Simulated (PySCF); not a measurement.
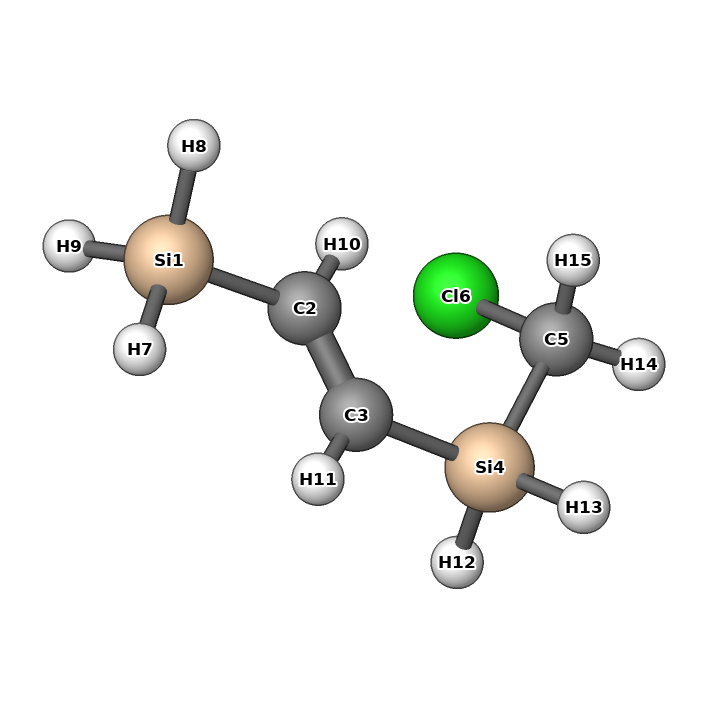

The thickness of each stick grows with its Mayer bond order. Computed geometry: GFN2-xTB optimisation. No frequency run is at hand to confirm it as a minimum. Method: PBE0/pcSseg-1 (PySCF 2.14.0).

### Which bond has the highest Mayer bond order?

C2–C3, 1.94, at a length of 1.333 Å.

List the Mayer bond orders of Si1–C2, Si1–H7, Si1–H8, Si1–H9, C2–C3, C2–H10, C3–Si4, C3–H11, Si4–C5, Si4–H12, Si4–H13, C5–Cl6, C5–H14, C5–H15.

```csv
bond,Mayer order,length (Å)
Si1–C2,0.89,1.884
Si1–H7,0.95,1.464
Si1–H8,0.94,1.466
Si1–H9,0.94,1.465
C2–C3,1.94,1.333
C2–H10,0.93,1.084
C3–Si4,0.90,1.881
C3–H11,0.94,1.085
Si4–C5,0.86,1.914
Si4–H12,0.95,1.465
Si4–H13,0.93,1.470
C5–Cl6,0.95,1.787
C5–H14,0.94,1.087
C5–H15,0.93,1.088
```

The geometry is semi-empirical. Around Si such bond lengths and angles can be off by a tenth of an ångström or more and by several degrees, and values that hang on the shape move with them.
